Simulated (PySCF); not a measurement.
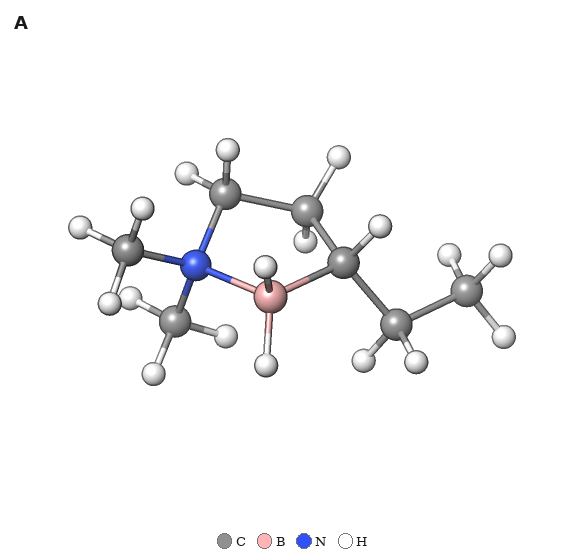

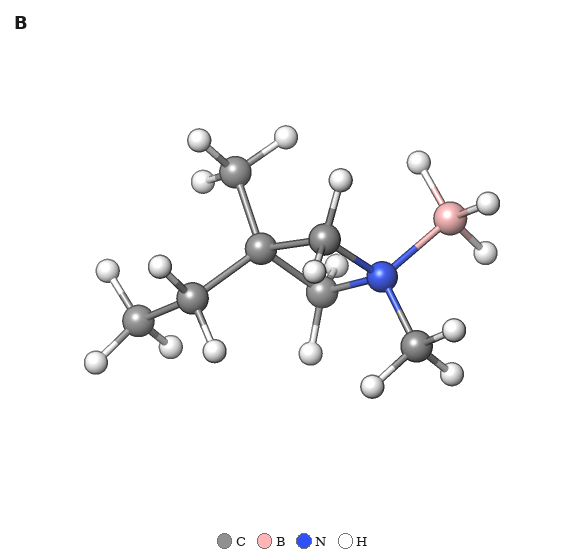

2 stationary structures of one formula. Geometries: GFN2-xTB. Electronic energies: PBE0/pcSseg-1 (PySCF 2.14.0), without zero-point energy. No frequency run is at hand to confirm each as a minimum. Each is one conformer, not always the lowest.

Are they conformers, stereoisomers or constitutional isomers?

Answer. They are constitutional isomers of C7H18BN: A `CC[C@@H]1[BH2-][N+](C)(C)CC1`, B `[BH3-][N@+]1(C)C[C@@](C)(CC)C1`.

Rank them by energy, lowest first.

Answer. A is lowest; B lies 0.806 eV above it.

The geometry is semi-empirical. Around B such bond lengths and angles can be off by a tenth of an ångström or more and by several degrees, and values that hang on the shape move with them.
